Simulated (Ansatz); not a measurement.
BHF₃: several calculations on one system

Part 1: Relaxation

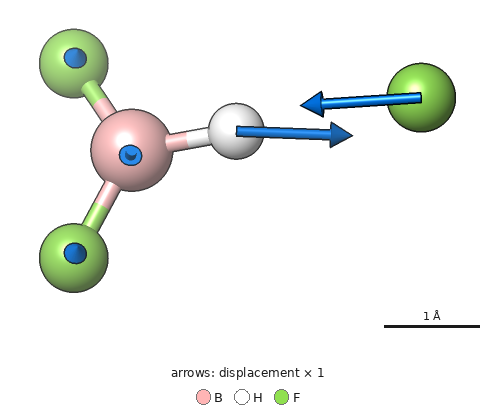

This is a relaxation of BHF₃ (multiplicity 2). The starting structure is drawn; blue arrows show the displacements, at their true length. The two geometries are superimposed by the best rigid fit.

A ball-and-stick model, seen at a tilt.

The run prepares an end point of a later path (reaction) calculation, from a guessed geometry.

Method: UKS PBE0/6-31G* (Ansatz).

Input file:
```yaml
crystal:
  periodic: [false, false, false]
  atoms:
    - { symbol: B, position_ang: [0.0, -0.000216, -0.079059] }
    - { symbol: H, position_ang: [0.0, 0.000108, 1.114881] }
    - { symbol: F, position_ang: [1.132832, 6.5e-05, -0.743102] }
    - { symbol: F, position_ang: [-1.132832, 6.5e-05, -0.743102] }
    - { symbol: F, position_ang: [0.0, -2.2e-05, 3.230382] }
magnetization:
  spin_polarized: true
  initial_magnetization: 1
basis:
  gaussian: { orbitals: "6-31G*" }
hamiltonian:
  xc: pbe0
relax:
  f_tol: 0.03
  max_steps: 50
```

Command:
```bash
ansatz run input.yaml --threads 1 --pin off --max-ram 2048MiB --backend cpu --events-out ev --progress --plain --runs-dir out
```

> Describe the change and its energy.

Over 28 accepted moves (34 points after the start) the energy falls by 0.813 eV. The largest force component goes from 0.23 to 0.018 eV/Å. The line search rejected the trial steps at points 7, 10, 17, 23, 25, 31 of the run. F5 moves most after the best rigid fit: 1.30 Å. Largest moves by element: F 1.30 Å, H 1.24 Å, B 0.32 Å. Some distances before and after: B1–H2 1.194 → 2.463 Å, H2–F5 2.116 → 0.935 Å. New bonds form, among them: H2–F5 (2.12 → 0.94 Å). Bonds break, among them: B1–H2 (1.19 → 2.46 Å).

Part 2: Relaxation

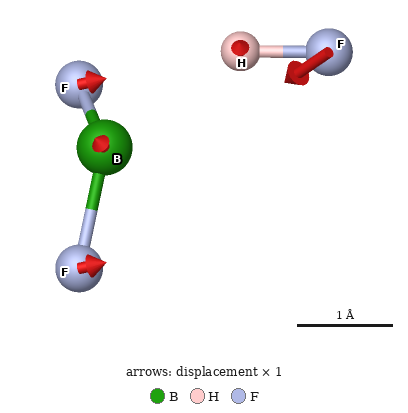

A relaxation of BHF₃ (multiplicity 2). The starting structure is drawn; red arrows show the displacements, at their true length. The two geometries are superimposed by the best rigid fit.

The picture is a ball-and-stick view, seen from a free direction.

The run prepares an end point of a later path (reaction) calculation, from a guessed geometry.

All numbers below come from UKS PBE0/6-31G* (Ansatz 0.2.0). Settings: collinear spin; force threshold 0.03 eV/Å; at most 50 steps.

Q: Atoms of which element are displaced furthest, and by how much?

A: Fluorine: up to 0.77 Å, against 0.21 Å for boron.

Q: What did the optimiser do to the structure, and how much energy did it gain?

A: The atom that moves furthest after the best rigid fit is an F atom (0.77 Å). Largest moves by element: F 0.77 Å, B 0.21 Å, H 0.18 Å. Some distances before and after: B–F 1.307 → 1.316 Å, F–H 0.929 → 0.935 Å. The energy falls by 0.068 eV in 15 accepted moves (19 points after the start). The largest force component goes from 0.28 to 0.028 eV/Å. The line search rejected the trial steps at points 2, 9, 11, 15 of the run. The run took 39 s on 1 thread of Arm Neoverse V2, on a shared host, peak memory 0.14 GiB.

Limits of the set-up: the start holds two separate molecules, 2.4 Å apart at their closest, whose relative position is a soft coordinate and is computed without a dispersion correction.

Part 3: Path

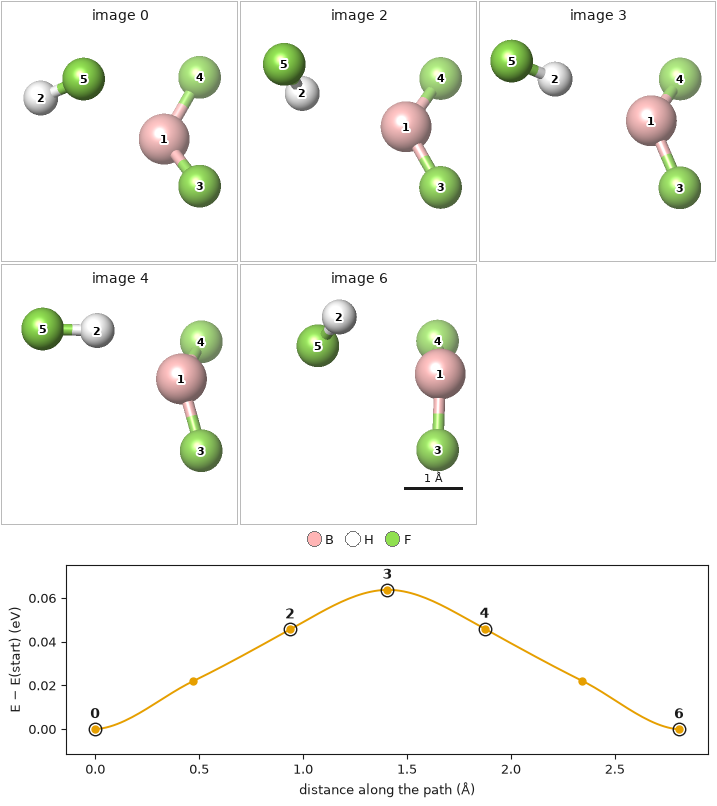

A nudged-elastic-band calculation for BHF3 (multiplicity 2), made up at the start of BF2 and HF. Images are numbered from 0 (start) to 6 (end). A ball-and-stick model, seen at a tilt.

Theory: UKS PBE0/6-31G* (Ansatz).

Input
```yaml
crystal:
  periodic: [false, false, false]
  atoms:
    - { symbol: B, position_ang: [-9.0e-06, -0.297758, -0.22553] }
    - { symbol: H, position_ang: [2.8e-05, -0.539714, 2.225378] }
    - { symbol: F, position_ang: [1.143829, 0.239891, -0.591162] }
    - { symbol: F, position_ang: [-1.143831, 0.239908, -0.591188] }
    - { symbol: F, position_ang: [-1.7e-05, 0.357673, 1.962502] }
magnetization:
  spin_polarized: true
  initial_magnetization: 1
basis:
  gaussian: { orbitals: "6-31G*" }
hamiltonian:
  xc: pbe0
neb:
  order_check: false
  images: 5
  f_tol: 0.05
  max_iterations: 60
  final_atoms:
    - { symbol: B, position_ang: [0.00058167, 0.4378284, -0.14629911] }
    - { symbol: H, position_ang: [-0.00484178, 0.21724819, 2.28199671] }
    - { symbol: F, position_ang: [1.14481391, -0.01540553, -0.6133068] }
    - { symbol: F, position_ang: [-1.14404652, -0.01876367, -0.60936381] }
    - { symbol: F, position_ang: [0.00349272, -0.62090738, 1.86697301] }
  initial_path:
    images:
      - { positions_ang: [[-9.0e-06, -0.297758, -0.22553], [2.8e-05, -0.539714, 2.225378], [1.143829, 0.239891, -0.591162], [-1.143831, 0.239908, -0.591188], [-1.7e-05, 0.357673, 1.962502]] }
      - { positions_ang: [[-5.39e-06, -0.19505923, -0.15032129], [1.77e-05, -0.36528838, 1.96353439], [1.14358733, 0.16746135, -0.61403673], [-1.14358601, 0.16747823, -0.61405645], [-1.363e-05, 0.22540803, 2.19488008]] }
      - { positions_ang: [[-1.79e-06, -0.09236047, -0.07511258], [7.4e-06, -0.19086277, 1.70169078], [1.14334566, 0.09503171, -0.63691145], [-1.14334101, 0.09504847, -0.63692491], [-1.026e-05, 0.09314306, 2.42725817]] }
      - { positions_ang: [[1.82e-06, 0.0103383, 9.612e-05], [-2.9e-06, -0.01643715, 1.43984717], [1.14310398, 0.02260206, -0.65978618], [-1.14309602, 0.0226187, -0.65979336], [-6.89e-06, -0.03912191, 2.65963625]] }
      - { positions_ang: [[0.0001951, 0.152835, -0.04870229], [-0.00161586, 0.06145796, 1.72056368], [1.14367396, 0.00993286, -0.64429306], [-1.14341285, 0.00882458, -0.64298351], [0.00115965, -0.2330504, 2.39541517]] }
      - { positions_ang: [[0.00038839, 0.2953317, -0.0975007], [-0.00322882, 0.13935308, 2.0012802], [1.14424394, -0.00273633, -0.62879993], [-1.14372969, -0.00496955, -0.62617366], [0.00232619, -0.42697889, 2.13119409]] }
      - { positions_ang: [[0.00058167, 0.4378284, -0.14629911], [-0.00484178, 0.21724819, 2.28199671], [1.14481391, -0.01540553, -0.6133068], [-1.14404652, -0.01876367, -0.60936381], [0.00349272, -0.62090738, 1.86697301]] }
```

Launched with:
```bash
ansatz run input.yaml --threads 1 --pin off --max-ram 2048MiB --backend cpu --events-out ev --progress --plain --runs-dir out
```

### What happens along the path, and what is the barrier?

The two ends have the same energy, and the highest point, image 3, lies 0.064 eV above the start. No bond forms or breaks between the ends. Among the angles between lasting bonds that change up to the highest image: F3–B1–F4 120.8° → 123.0°. The band converged in 19 iterations. The largest component of the band force went from 79 to 0.045 eV/Å. The climbing image converged on the top of the path. Its vibrational analysis gives 2 imaginary modes over 30i cm⁻¹, so it isn't confirmed as a transition state.

Limits of the set-up: the start holds two separate molecules, 2.3 Å apart at their closest, whose relative position is a soft coordinate and is computed without a dispersion correction.
